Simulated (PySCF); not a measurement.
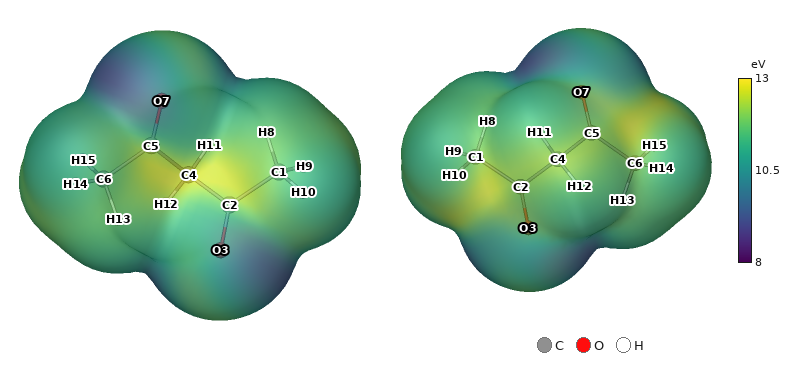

C5H8O2, SMILES `CC(=O)CC(C)=O`. Average local ionisation energy on the surface of electron density 0.001 a.u. (back view left, front view right).

Computed with PySCF, r2SCAN/def2-SVPD, geometry: GFN2-xTB. No frequency check shows the geometry to be a minimum.

Input

```python
import numpy as np
from pyscf import gto, scf, dft
from pyscf.scf import atom_ks, atom_hf
from scipy.linalg import block_diag

def solve(mol, dm0=None, hcore=None):
    mf = (dft.UKS if mol.spin else dft.RKS)(mol, xc='r2scan')
    mf.grids.level = 3
    mf = mf.density_fit(auxbasis='def2-universal-jkfit')
    mf.conv_tol, mf.max_cycle = 1e-8, 80
    if hcore is not None:
        mf.get_hcore = lambda *args: hcore
    mf.kernel(dm0)
    if not mf.converged:
        mf = mf.newton().run(mf.mo_coeff, mf.mo_occ, max_cycle=30)
    assert mf.converged, 'SCF not converged'
    return mf

mol = gto.M(atom='''
C     -1.96592     0.89054    -0.29176
C     -1.16448    -0.31306     0.10066
O     -1.36207    -1.42760    -0.30763
C     -0.00016     0.00030     1.03202
C      1.16452     0.31300     0.10065
C      1.96597    -0.89063    -0.29163
O      1.36212     1.42751    -0.30774
H     -1.28803     1.67933    -0.61456
H     -2.52086     1.25592     0.57058
H     -2.66266     0.64295    -1.08810
H     -0.22534     0.87144     1.64346
H      0.22534    -0.87135     1.64355
H      1.28808    -1.67945    -0.61437
H      2.52089    -1.25593     0.57075
H      2.66271    -0.64312    -1.08798
''', basis='def2-svpd', charge=0, spin=0, verbose=4)
mf = solve(mol)
mf.analyze()
# spherically averaged free atoms, for the promolecule
atm = atom_ks.get_atm_nrks(mol, xc='r2scan')
pro = block_diag(*[(atm[a[0]][2] * atm[a[0]][3]) @ atm[a[0]][2].T for a in mol._atom])
np.savez('result.npz', e=mf.e_tot, c=mf.mo_coeff, occ=mf.mo_occ, eps=mf.mo_energy, pro=pro, dip=mf.dip_moment(verbose=0), s2=mf.spin_square()[0])
```

Command:

```sh
OMP_NUM_THREADS=1 python input.py
```

The run took 48 s on 1 thread of Intel(R) Xeon(R) 6975P-C (Granite Rapids), on a shared host, peak memory 0.8 GiB.

Partitions, critical points and surface values were worked out afterwards from this run's density.

### Locate the minima of the map.

The lowest value is 8.9 eV, 1.8 Å from O7. Further minima include 9.0 eV, 1.9 Å from O3, and at like points elsewhere; 11.2 eV, 1.3 Å from H14, and at like points elsewhere. For comparison, the highest occupied orbital lies at −6.2 eV.

### What volume does the surface enclose, and what is the dipole moment?

About 138 Å³; the dipole moment is 1.7 D.
